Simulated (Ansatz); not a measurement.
# SiH2O2F (SMILES O[Si](O)F) at USVWN5/aug-cc-pVDZ

Aim: the electronic atomisation energy of SiH2O2F at USVWN5/aug-cc-pVDZ, from 5 runs. 

The calculation is run with Ansatz 0.2.0.

38 further runs of the same task are left out: 38 set aside as unsound or not needed. Runs told in other sessions of the task aren't counted.

**1. The structure to begin with**

The species is SiH2O2F (6 atoms), meant as a doublet with charge 0. SMILES: `O[Si](O)F`. Geometry: relaxed at PBE0-D4/def2-TZVP. This is one conformer, not always the lowest.

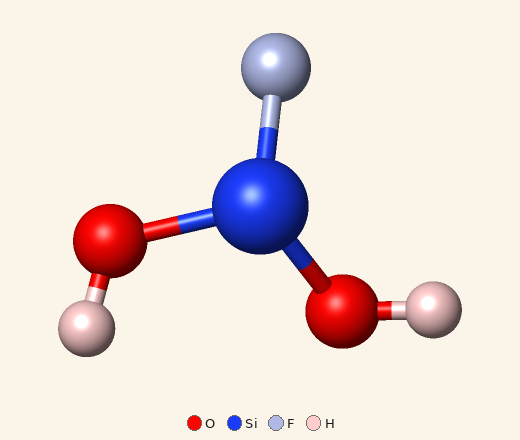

Viewed from a chosen angle; oxygen red, silicon blue, fluorine light blue, hydrogen pink.

**2. A single-point energy at USVWN5/aug-cc-pVDZ**

Contents of input.yaml:

```yaml
crystal:
  periodic: [false, false, false]
  atoms:
    - {symbol: O, position_ang: [-0.887300, 1.032000, -0.626300]}
    - {symbol: Si, position_ang: [0.382900, 0.026200, -0.446500]}
    - {symbol: O, position_ang: [0.346300, -0.560700, 1.083400]}
    - {symbol: F, position_ang: [0.159400, -1.133900, -1.516300]}
    - {symbol: H, position_ang: [-1.051600, 1.658800, 0.081100]}
    - {symbol: H, position_ang: [1.092300, -1.086600, 1.378500]}
basis:
  gaussian: {orbitals: aug-cc-pVDZ}
magnetization: {spin_polarized: true, initial_magnetization: 1}
hamiltonian: {xc: {name: SVWN5}}
accuracy: high
output: {orbitals: {seedname: orbitals}}
```

On the command line:

```sh
ansatz run input.yaml --threads 1 --pin off --max-ram 3480MiB --events-out events.jsonl --progress --plain --runs-dir runs
```

Output:

```text
Warning: RAYON_NUM_THREADS=1 ignored (pool sized by the plan → 1); use --threads N
Functional definition: SVWN5
  name "SVWN5"
  exchange = slater_x
  correlation = vwn5_c
2267 factors; integrals over basis functions are off by at most 3.4e-9 eV
mean field evaluation 1: about -14633.5997 eV, gradient 6.2e1 eV
mean field evaluation 2: about -14561.6615 eV, gradient 1.4e2 eV
mean field evaluation 4: about -14645.9184 eV, gradient 1.6e1 eV
mean field evaluation 8: about -14646.6598 eV, gradient 5.9e-1 eV
mean field evaluation 16: about -14646.6612 eV, gradient 4.8e-5 eV
mean field -14646.66122138 eV, -538.2548720222 hartree, gradient 2.0e-8 eV, S^2 0.750890; 0 other end points of the search recorded, 0 dependent functions left out
reference -14646.66122713 eV, -538.2548722334 hartree; 21, 20 occupied and 93, 94 virtual orbitals, 2267 factors
Total energy: -14646.66122713 eV, -538.2548722334 hartree
```

It took 13 s on 1 thread of Arm Neoverse N1, shared host; peak memory 0.35 GiB.

**3. The F atom**

Contents of input.yaml:

```yaml
crystal:
  periodic: [false, false, false]
  atoms:
    - {symbol: F, position_ang: [0.000000, 0.000000, 0.000000]}
basis:
  gaussian:
    orbitals: aug-cc-pVDZ
accuracy: high
magnetization:
  spin_polarized: true
  initial_magnetization: 1
hamiltonian:
  xc: {name: SVWN5}
```

Run the same way, it converges to -99.07478 Eh (log not shown).

**4. The H atom**

Contents of job.yaml:

```yaml
crystal:
  periodic: [false, false, false]
  atoms:
    - {symbol: H, position_ang: [0.000000, 0.000000, 0.000000]}
basis:
  gaussian:
    orbitals: aug-cc-pVDZ
magnetization:
  spin_polarized: true
  initial_magnetization: 1
hamiltonian:
  xc: {name: SVWN5}
accuracy: high
```

Run the same way, it converges to -0.47801 Eh (log not shown).

**5. The O atom**

Contents of in.yaml:

```yaml
crystal:
  periodic: [false, false, false]
  atoms:
    - {symbol: O, position_ang: [0.000000, 0.000000, 0.000000]}
basis:
  gaussian:
    orbitals: aug-cc-pVDZ
magnetization:
  spin_polarized: true
  initial_magnetization: 2
hamiltonian:
  xc: {name: SVWN5}
accuracy: high
```

On the command line:

```sh
ansatz run in.yaml --threads 1 --pin off --max-ram 3480MiB --events-out events.jsonl --progress --plain --runs-dir runs
```

Output:

```text
Warning: RAYON_NUM_THREADS=1 ignored (pool sized by the plan → 1); use --threads N
Functional definition: SVWN5
  name "SVWN5"
  exchange = slater_x
  correlation = vwn5_c
200 factors; integrals over basis functions are off by at most 2.1e-9 eV
mean field evaluation 1: about -2027.1470 eV, gradient 7.6e0 eV
mean field evaluation 2: about -2027.1011 eV, gradient 8.3e0 eV
mean field evaluation 4: about -2027.3730 eV, gradient 6.2e-3 eV
mean field evaluation 8: about -2027.3728 eV, gradient 2.5e-5 eV
mean field evaluation 16: about -2027.3727 eV, gradient 1.0e-1 eV
mean field evaluation 32: about -2027.3728 eV, gradient 2.0e-4 eV
mean field -2027.37278209 eV, -74.5045755392 hartree, gradient 2.3e-9 eV, S^2 2.003829; 2 other end points of the search recorded, 0 dependent functions left out
reference -2027.37278442 eV, -74.5045756249 hartree; 5, 3 occupied and 18, 20 virtual orbitals, 200 factors
Total energy: -2027.37278442 eV, -74.5045756249 hartree
```

Run time: 0.56 s. Hardware: 1 thread of Arm Neoverse N1, shared host.

**6. The Si atom, same level**

Contents of job.yaml:

```yaml
basis:
  gaussian: {orbitals: aug-cc-pVDZ}
crystal:
  periodic: [false, false, false]
  atoms:
    - symbol: Si
      position_ang: [0.000000, 0.000000, 0.000000]
magnetization: {spin_polarized: true, initial_magnetization: 2}
hamiltonian: {xc: {name: SVWN5}}
accuracy: high
```

Run the same way, it converges to -288.20266 Eh (log not shown).

**7. Outcome**

Level: USVWN5/aug-cc-pVDZ.

| quantity | value |
| --- | --- |
| molecule: total energy | -538.25487 Eh |
| molecule: HOMO energy (highest over α and β) | -5.23 eV |
| molecule: LUMO energy (lowest over α and β) | -3.92 eV |
| molecule: ⟨S²⟩ | 0.751 |
| F atom: total energy | -99.07478 Eh |
| F atom: ⟨S²⟩ | 0.751 |
| H atom: total energy | -0.47801 Eh |
| H atom: ⟨S²⟩ | 0.750 |
| O atom: total energy | -74.50458 Eh |
| O atom: ⟨S²⟩ | 2.004 |
| Si atom: total energy | -288.20266 Eh |
| Si atom: ⟨S²⟩ | 2.001 |
| electronic atomisation energy | 27.545 eV |

Taking the molecule apart into free atoms costs 27.55 eV (635 kcal/mol), before zero-point energy and without spin-orbit coupling.
